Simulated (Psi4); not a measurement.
# H3S+ (SMILES [SH3+]), step by step

Aim: a structure relaxation (HF/6-311G**), then vibrational wavenumbers of H3S+. The job is set up through an ASE script.

The calculation is run with Psi4 1.11.

## (1) The structure to begin with

H3S+: 4 atoms, total charge +1, spin state singlet. SMILES: `[SH3+]`. The shape is that of a GFN2-xTB optimisation. The run starts from this shape.

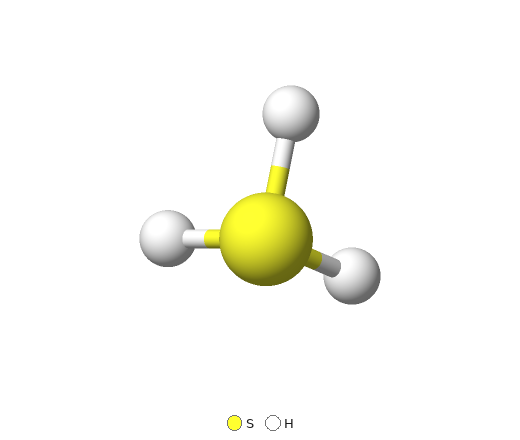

Viewed from a chosen angle; sulfur yellow, hydrogen white.

## (2) A geometry optimisation at HF/6-311G(d,p) (density fitting) (run 1)

Contents of h3s.xyz:

```xyz
4
H3S
S      0.301620    -0.100910    -0.445950
H      0.848020     0.280920     0.734350
H     -0.494150    -1.037930     0.125030
H     -0.655500     0.857920    -0.413440
```

Contents of h3s_ase.py:

```python
import numpy as np
from ase.calculators.psi4 import Psi4
from ase.io import read
from ase.optimize import LBFGS

mol = read('h3s.xyz')
calc = Psi4(atoms=mol, method='scf', basis='6-311G**', memory='1600MB', num_threads=1, charge=1, multiplicity=1, label='psi4-calc')
mol.calc = calc

opt = LBFGS(mol)
done = opt.run(fmax=0.05, steps=60)
print('converged:', done)
for s, p in zip(mol.symbols, mol.positions):
    print(f'{s:2s} {p[0]:12.6f} {p[1]:12.6f} {p[2]:12.6f}')
```

Started as:

```console
$ python h3s_ase.py
```

psi4-calc.dat:

```text
[...]
  Running in c1 symmetry.
[...]
  Nuclear repulsion =   19.739732320234559
[...]
  Multiplicity = 1
[...]
  Nalpha       = 9
  Nbeta        = 9
[...]
    Number of basis functions: 44
[...]
   @DF-RHF iter   1:  -398.93161829238574    2.87095e-01   5.88150e-03 DIIS/ADIIS
[...]
   @DF-RHF iter  10:  -398.98088546486366   -6.82121e-13   2.03002e-09 DIIS
[...]
    Orbital Energies [Eh]
    ---------------------
    Doubly Occupied:
       1A    -92.324804     2A     -9.326264     3A     -7.007675
       4A     -7.007675     5A     -7.006363     6A     -1.342393
       7A     -0.910525     8A     -0.910519     9A     -0.780265
[...]
  @DF-RHF Final Energy:  -398.98088546486366
   => Energetics <=
    Nuclear Repulsion Energy =             19.7397323202345589
    One-Electron Energy =                -584.2082677362611776
    Two-Electron Energy =                 165.4876499511629220
    Total Energy =                       -398.9808854648637180
[...]
 Multipole Moments:
 ------------------------------------------------------------------------------------
     Multipole            Electronic (a.u.)      Nuclear  (a.u.)        Total (a.u.)
 ------------------------------------------------------------------------------------
 L = 1.  Multiply by 2.5417464519 to convert [e a0] to [Debye]
 Dipole X            :          0.5367591           -0.9579998           -0.4212407
 Dipole Y            :         -0.1796634            0.3206587            0.1409953
 Dipole Z            :         -0.7934255            1.4161188            0.6226933
 Magnitude           :                                                    0.7648989
[...]
  -Total Gradient:
     Atom            X                  Y                   Z
    ------   -----------------  -----------------  -----------------
       1       -0.000469473433     0.000155346103     0.000701277629
       2       -0.000115524080    -0.000122850747    -0.000403287538
       3        0.000269660896     0.000257534838    -0.000227974546
       4        0.000315336617    -0.000290030194    -0.000070015545
[...]
```

On the terminal:

```text
Step     Time          Energy          fmax
LBFGS:    0 hh:mm:ss   -10856.797700        1.145979
LBFGS:    1 hh:mm:ss   -10856.814706        0.383731
LBFGS:    2 hh:mm:ss   -10856.818106        0.182528
LBFGS:    3 hh:mm:ss   -10856.820343        0.172391
LBFGS:    4 hh:mm:ss   -10856.822558        0.112383
LBFGS:    5 hh:mm:ss   -10856.822891        0.044125
converged: True
S      0.279880    -0.093681    -0.413726
H      0.867590     0.281629     0.731219
H     -0.491922    -1.054376     0.114049
H     -0.655558     0.866428    -0.431552
```

Run time: 3.3 s. Hardware: 1 thread of Intel Xeon Platinum 8488C (Sapphire Rapids), shared host; peak memory 0.21 GiB.

Steps, from the record of the run:

```
step  energy from the first frame kept (eV)  largest force (eV/Å)
   0                                 0.0000                1.1460
   1                                -0.0170                0.3837
   2                                -0.0204                0.1825
   3                                -0.0226                0.1724
   4                                -0.0249                0.1124
   5                                -0.0252                0.0441
```

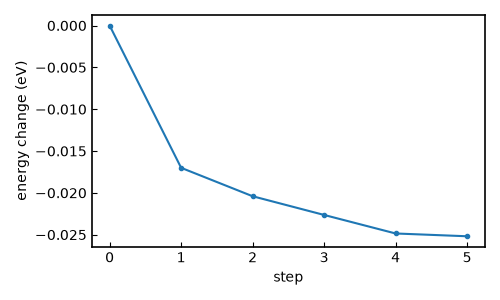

Energy along the run.

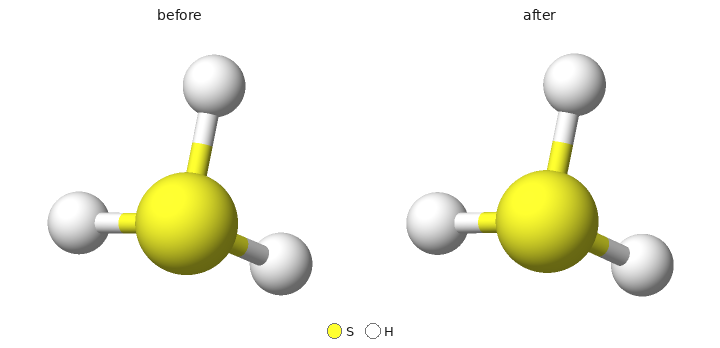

Before and after, at one scale.

After the run. Bond lengths: S1–H2 1.341 Å, S1–H3 1.341 Å, S1–H4 1.341 Å. Angles: H2–S1–H3 96.7°, H2–S1–H4 96.7°, H3–S1–H4 96.7°.

## (3) Vibrational wavenumbers at HF/6-311G(d,p) (density fitting) (run 2)

Contents of h3s.xyz:

```xyz
4
H3S
S      0.299116    -0.100077    -0.442238
H      0.886826     0.275233     0.702707
H     -0.472687    -1.060772     0.085537
H     -0.636322     0.860032    -0.460064
```

Contents of run.py:

```python
import numpy as np
from ase.calculators.psi4 import Psi4
from ase.io import read
from ase.vibrations import Vibrations

mol = read('h3s.xyz')
calc = Psi4(atoms=mol, method='hf', basis='6-311G**', memory='1600MB', num_threads=1, charge=1, multiplicity=1, label='psi4-calc')
mol.calc = calc

vib = Vibrations(mol, delta=0.01)
vib.run()
vib.summary()
```

Started as:

```console
$ python run.py
```

psi4-calc.dat:

```text
[...]
  Running in c1 symmetry.
[...]
  Nuclear repulsion =   19.741302864289015
[...]
  Multiplicity = 1
[...]
  Nalpha       = 9
  Nbeta        = 9
[...]
    Number of basis functions: 44
[...]
   @DF-RHF iter   1:  -398.93162265174897    2.87580e-01   5.88135e-03 ADIIS/DIIS
[...]
   @DF-RHF iter  10:  -398.98088219938853   -5.11591e-13   2.06610e-09 DIIS
[...]
    Orbital Energies [Eh]
    ---------------------
    Doubly Occupied:
       1A    -92.324867     2A     -9.326324     3A     -7.007726
       4A     -7.007722     5A     -7.006419     6A     -1.342526
       7A     -0.910627     8A     -0.909806     9A     -0.780845
[...]
  @DF-RHF Final Energy:  -398.98088219938853
   => Energetics <=
    Nuclear Repulsion Energy =             19.7413028642890147
    One-Electron Energy =                -584.2106453211988537
    Two-Electron Energy =                 165.4884602575213250
    Total Energy =                       -398.9808821993885886
[...]
 Multipole Moments:
 ------------------------------------------------------------------------------------
     Multipole            Electronic (a.u.)      Nuclear  (a.u.)        Total (a.u.)
 ------------------------------------------------------------------------------------
 L = 1.  Multiply by 2.5417464519 to convert [e a0] to [Debye]
 Dipole X            :          0.5380660           -0.9580005           -0.4199345
 Dipole Y            :         -0.1813978            0.3206573            0.1392595
 Dipole Z            :         -0.7997244            1.4246763            0.6249519
 Magnitude           :                                                    0.7657042
[...]
  -Total Gradient:
     Atom            X                  Y                   Z
    ------   -----------------  -----------------  -----------------
       1       -0.000121071937    -0.000332851071     0.000263439615
       2       -0.000426889659     0.000246685046    -0.000413933419
       3        0.000122514234     0.000404455933    -0.000265125312
       4        0.000425447362    -0.000318289909     0.000415619116
[...]
```

The script printed:

```text
---------------------
  #    meV     cm^-1
---------------------
  0    9.1i     73.6i
  1    8.8i     71.0i
  2    8.1i     65.3i
  3    0.0       0.0
  4    0.0       0.0
  5    0.0       0.1
  6  141.9    1144.2
  7  165.5    1334.9
  8  165.5    1335.0
  9  348.4    2809.9
 10  349.0    2815.2
 11  349.1    2815.3
---------------------
Zero-point energy: 0.760 eV
```

Wall time 9 s (1 thread of Intel Xeon Platinum 8488C (Sapphire Rapids), shared host); peak memory 0.24 GiB.

## (4) Results

| quantity | value |
| --- | --- |
| run 1, HF/6-311G**: total energy at the end | -398.98089 Eh |
| run 1, HF/6-311G**: HOMO energy | -21.23 eV |
| run 1, HF/6-311G**: LUMO energy | -2.97 eV |
| run 1, HF/6-311G**: HOMO–LUMO gap | 18.26 eV |

In words: The optimisation (run 1, HF/6-311G**) took 5 steps and changed the energy by -0.025 eV.
